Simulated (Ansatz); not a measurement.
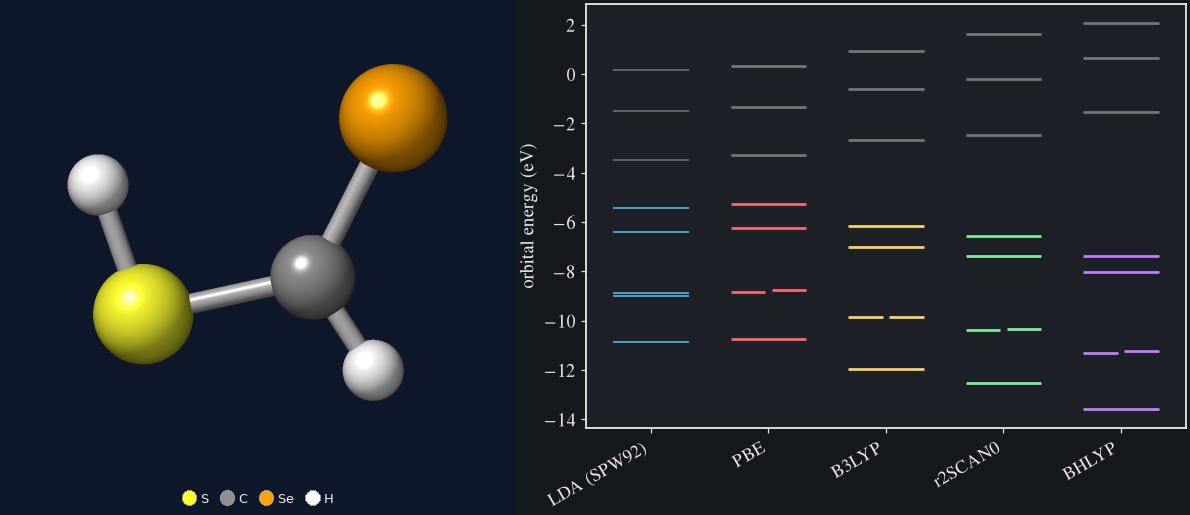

Frontier orbital energies of CH₂SSe, SMILES SC=[Se] at one geometry, def2-TZVPP, the Ansatz code, at a PBE0-D4/def2-TZVP geometry (a minimum by its frequencies). Empty levels are grey, levels within 0.1 eV stand side by side; all columns show the same few orbitals around the gap.

> How do the frontier levels move from column to column?

The separation grows from 1.94 eV (LDA (SPW92)) to 5.82 eV (BHLYP).

```tsv
level	HOMO (eV)	LUMO (eV)	separation (eV)
LDA (SPW92)	−5.41	−3.47	1.94
PBE	−5.26	−3.27	1.98
B3LYP	−6.15	−2.66	3.49
r2SCAN0	−6.55	−2.48	4.07
BHLYP	−7.37	−1.55	5.82
```

Limits of at least one run: empty levels above zero depend strongly on the basis; no scalar relativity up to krypton; spin-orbit coupling is left out, and with Se it can shift these levels and split any degenerate set.
